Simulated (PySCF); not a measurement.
# Cu(AsH3)Br (AsBrCuH₃): electronic structure

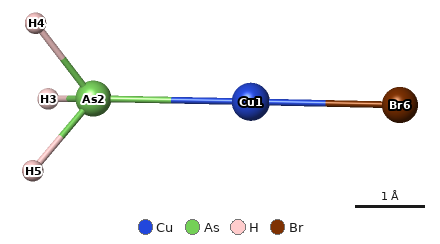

The molecule, with its atoms numbered as below. No frequency check shows the geometry to be a minimum.

Coordinates in Å:

```
Cu1     -0.0875   -0.0170    0.0016
As2      2.2357    0.0046   -0.0004
H3       3.0771   -1.2142    0.0155
H4       3.0235    0.6690    1.0658
H5       3.0158    0.6345   -1.0925
Br6     -2.2959    0.0072   -0.0007
```

Part 1: Bonding charge

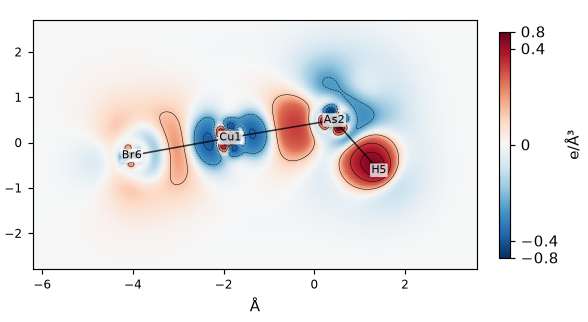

Deformation density (molecule less spherical, spin-averaged free atoms) in the plane of Cu1, As2, H5 and Br6; colour scale in e/Å³, logarithmic beyond ±0.1; red: gain, blue: loss.

Method: PBE0/def2-SVPD; geometry: GFN2-xTB; program: PySCF. This is a single-reference result, which may miss multireference character in this system.

**How much density has each bond in this plane gained at its critical point, relative to the free atoms?**

As2–H5: +0.27 e/Å³ at the bond critical point (bond length 1.48 Å). Cu1–As2: +0.06 e/Å³ at the bond critical point (bond length 2.32 Å). Cu1–Br6: +0.03 e/Å³ at the bond critical point (bond length 2.21 Å). In all, 1.3 electrons gather in the regions of gain relative to the promolecule. A small or negative value marks a very polar bond, one between electron-rich atoms, whose free-atom densities already overlap strongly, a long bond to a heavier atom, or a closed-shell contact such as a hydrogen bond.

**Where do the Hirshfeld charges lie?**

The highest Hirshfeld charge is on Cu1 (+0.21 e), the lowest on Br6 (−0.43 e).

```csv
atom,charge (e)
Cu1,+0.21
As2,+0.20
H3,+0.01
H4,+0.01
H5,+0.01
Br6,−0.43
```

Part 2: Bond critical points

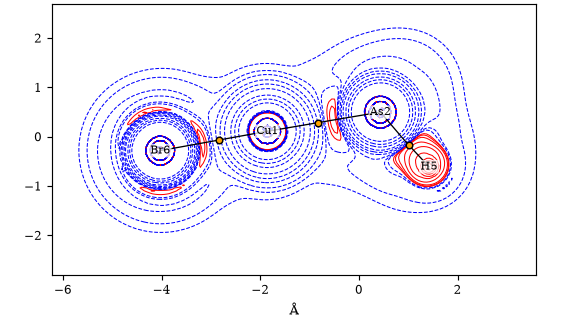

Negative Laplacian of the density (−∇²ρ) in the plane of Cu1, As2, H5 and Br6 (solid red lines positive, dashed blue lines negative, contours at ±0.02 to ±8 a.u.), with bond paths and bond critical points (dots).

**Sort the bonds in the plane by the sign of ∇²ρ at their critical points.**

Concentrated (∇²ρ < 0): As2–H5 (−0.10 a.u.). Depleted (∇²ρ > 0): Cu1–Br6 (+0.31 a.u., H = −0.015); Cu1–As2 (+0.20 a.u., H = −0.015).

**Where along As2–H5 does the critical point lie?**

0.88 Å from As2 and 0.60 Å from H5.

Part 3: Electrostatic potential

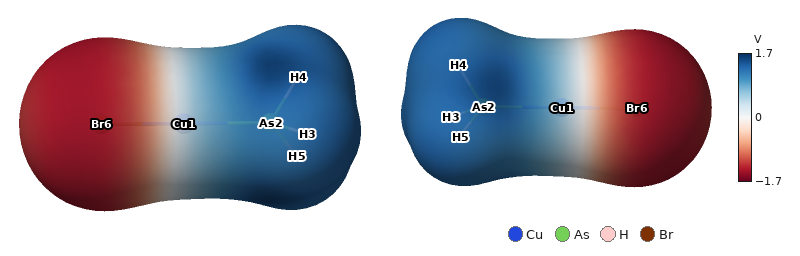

Electrostatic potential on the surface of electron density 0.001 a.u. (back view left, front view right).

**Where are the extremes of the potential on the surface?**

Highest: 1.63 V, near H5 (2.00 Å), As2 (2.13 Å) and H3 (2.16 Å), and at like points elsewhere. Further maxima include 1.37 V, 1.4 Å from H3, and at like points elsewhere. Lowest: −1.42 V, 2.3 Å from Br6, and at like points elsewhere. The surface is sampled at points, so like sites can differ by a few per cent and only the strongest of them is named.

**What volume does the surface enclose, and what is the dipole moment?**

About 123 Å³; the dipole moment is 8.0 D.
